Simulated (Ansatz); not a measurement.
```tsv
atom	x (Å)	y (Å)	z (Å)
Cl	-0.9875	-2.2367	0.2709
B	-0.5187	-0.6256	-0.0881
C	0.5215	0.4693	0.1203
S	-0.9804	0.8069	-0.9581
H	1.4610	0.4654	-0.4250
H	0.5464	1.0567	1.0338
```

Geometry: PBE0-D4/def2-TZVP.

Theory: Ansatz 0.2.0, RKS PBE0-D4/def2-TZVPP.

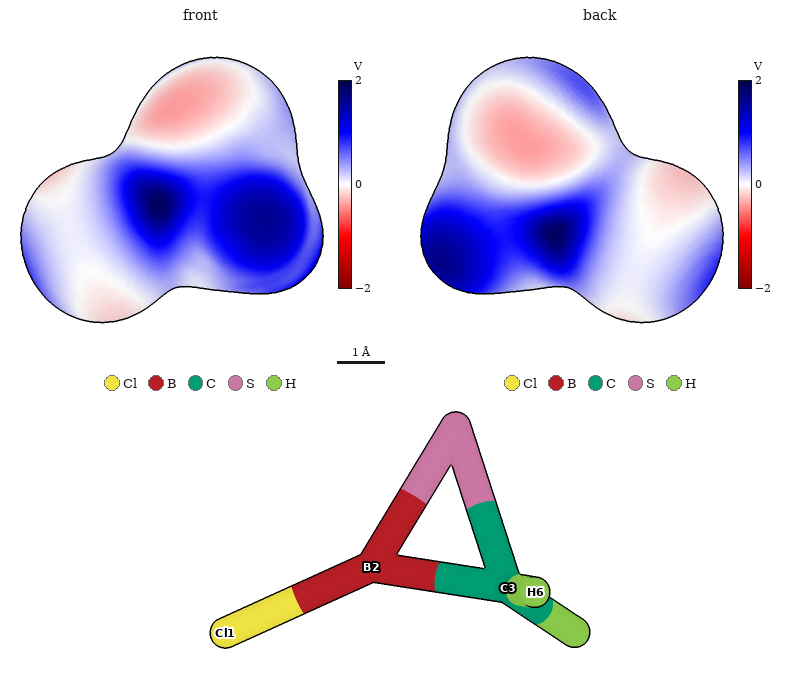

CH₂BClS. The electrostatic potential painted on the density surface at 0.004 e/bohr³, seen from the front and from behind; red is negative and blue positive. The bare structure is drawn below in the same view.

Describe the electrostatic potential map.

The most negative region (about −0.4 V, or −9 kcal/mol for a unit charge) lies over S4, the most positive (about +1.8 V, or +42 kcal/mol for a unit charge) over B2. Cl1 shows a σ-hole: about +0.9 V, or +21 kcal/mol for a unit charge at the tip opposite its bond, against about −0.1 V on its flanks.
